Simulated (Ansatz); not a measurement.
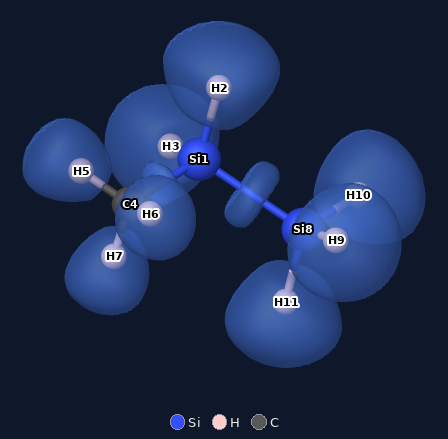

CH$_{8}$Si$_{2}$ (SiH2Me(SiH3)). Isosurface of the electron localisation function at 0.9 (blue), seen at a tilt. Only the valence region is drawn (cores and ρ < 0.01 e/Å³ removed).

Geometry: r2SCAN-D4/def2-SVP.

These are results of Ansatz 0.2.0, RKS PBE0-D4/def2-TZVP, not measurements.

Input file:

```
crystal:
  periodic: [false, false, false]
  atoms:
    - {symbol: Si, position_ang: [0.698289, 0.177173, 0.490285]}
    - {symbol: H, position_ang: [0.731874, 0.153348, 1.987946]}
    - {symbol: H, position_ang: [2.117134, 0.171182, 0.009191]}
    - {symbol: C, position_ang: [-0.190780, 1.724925, -0.119532]}
    - {symbol: H, position_ang: [0.309683, 2.634928, 0.248032]}
    - {symbol: H, position_ang: [-1.234151, 1.746554, 0.232073]}
    - {symbol: H, position_ang: [-0.201739, 1.765505, -1.219972]}
    - {symbol: Si, position_ang: [-0.371758, -1.768726, -0.274532]}
    - {symbol: H, position_ang: [-1.774047, -1.829984, 0.246197]}
    - {symbol: H, position_ang: [0.350100, -3.001056, 0.170675]}
    - {symbol: H, position_ang: [-0.434614, -1.773860, -1.770363]}
basis:
  gaussian: {orbitals: def2-TZVP, initial_orbitals: start.molden}
hamiltonian: {xc: pbe0, dispersion: d4}
scf: {omitted_lower_state_checks: [starts]}
output: {orbitals: {seedname: orbitals}}
```

Launched as:

```sh
ansatz run in.yaml --threads 4 --pin off --events-out ev --progress --plain --max-ram 3916MiB
```

Describe the localisation domains.

Answer. The ELF exceeds this value in one region between bonded C–Si atoms (shared pairs), one region between bonded Si–Si atoms (shared pairs) and eight regions around hydrogen nuclei.

Values along the shortest contacts:
C–Si (1.89 Å): the ELF peaks at about 0.95 between the atoms; localised, covalent bonding. Si–Si (2.35 Å): the ELF peaks at about 1 between the atoms; a shared electron pair.
